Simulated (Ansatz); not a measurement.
CH3BrFNSSi

```yaml
atoms:
  - { symbol: C, position_ang: [0.5745, -1.6647, 0.1252] }
  - { symbol: N, position_ang: [0.8885, -0.4386, 0.1234] }
  - { symbol: Si, position_ang: [-0.1396, 0.8360, -0.4417] }
  - { symbol: F, position_ang: [-1.5418, 0.2035, -0.9649] }
  - { symbol: S, position_ang: [-0.4867, 2.2832, 1.0579] }
  - { symbol: Br, position_ang: [0.8238, 1.8516, -2.1319] }
  - { symbol: H, position_ang: [-0.3966, -2.0628, -0.2332] }
  - { symbol: H, position_ang: [1.2918, -2.4177, 0.4997] }
  - { symbol: H, position_ang: [-0.9256, 1.3632, 1.9483] }
```

All numbers below come from RKS PBE0-D4/def2-SVP in Ansatz 0.2.0.

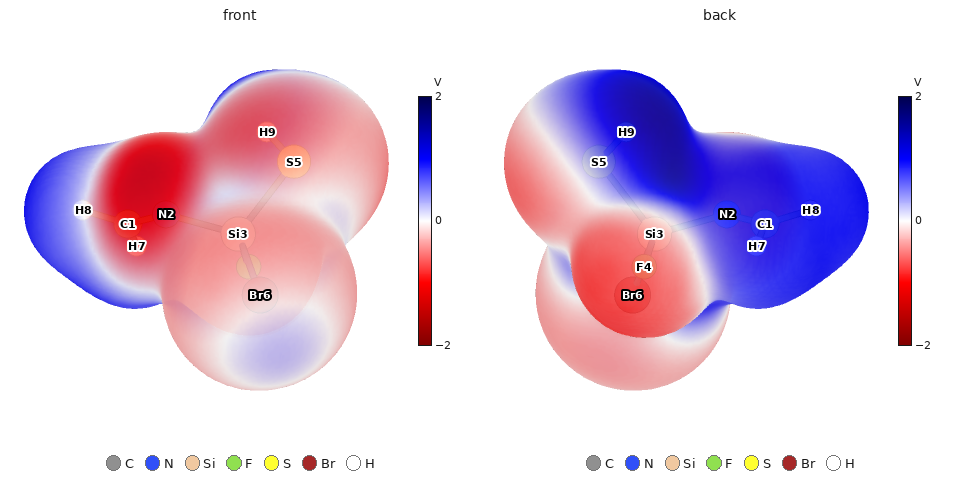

Figure 1. The molecular electrostatic potential painted on the density surface at 0.001 e/bohr³, seen from the front and from behind; the colour scale runs from red (negative) to blue (positive).

Q: Which sites attract a positive test charge, and which a negative one?

A: A positive charge is drawn to the negative regions and a negative charge to the positive ones. The most negative region (about −1.2 V, or −28 kcal/mol for a unit charge) lies over N2, the most positive (about +1.5 V, or +35 kcal/mol for a unit charge) over Si3 and H9. Br6 shows a σ-hole: about +0.2 V at the tip opposite its bond, against about −0.4 V, or −9 kcal/mol for a unit charge on its flanks. N2 is the likeliest acceptor of a hydrogen bond.

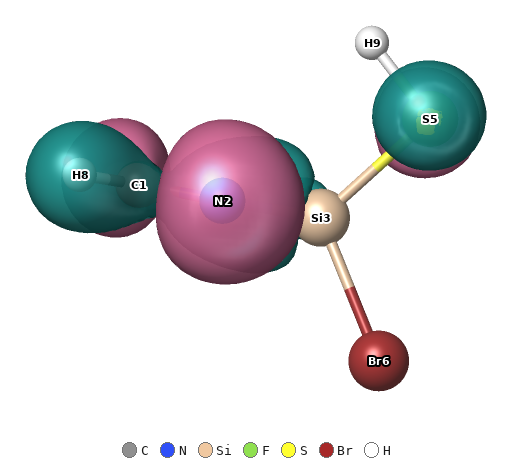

Figure 2. The HOMO at ±0.1 Å⁻³ᐟ² (teal and pink are the two phases), seen across its widest extent.

Q: What is the character of this orbital?

A: Its weight (Hirshfeld) is mainly on N2 (about 55 %), C1 (about 10 %), S5 (about 10 %), Si3 (about 10 %) and H7 (about 5 %). Its energy is −7.72 eV.

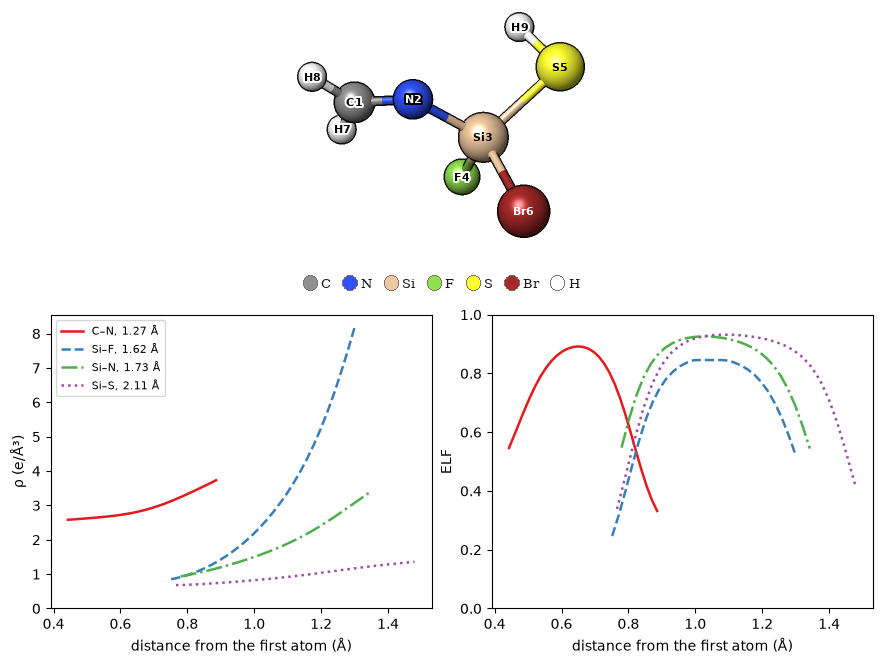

Figure 3. Electron density and electron localisation function along straight lines between neighbouring atoms. The curves leave out the atomic cores. The structure is drawn too.

Q: What can be read from the curves?

A: C–N (1.27 Å): the density is about 2.8 e/Å³ at the midpoint; the ELF peaks at about 0.90 between the atoms; a short, multiple covalent bond.
Si–F (1.62 Å): the density is about 1 e/Å³ at the midpoint; the ELF peaks at about 0.85 in the valence shell of F, 0.6 Å from its nucleus, and is about 0.50 at the midpoint.
Si–N (1.73 Å): the density is about 1.1 e/Å³ at the midpoint; the ELF peaks at about 0.95 between the atoms; a polar covalent bond.
Si–S (2.11 Å): the density is about 0.87 e/Å³ at the midpoint; the ELF peaks at about 0.95 between the atoms; a covalent bond.
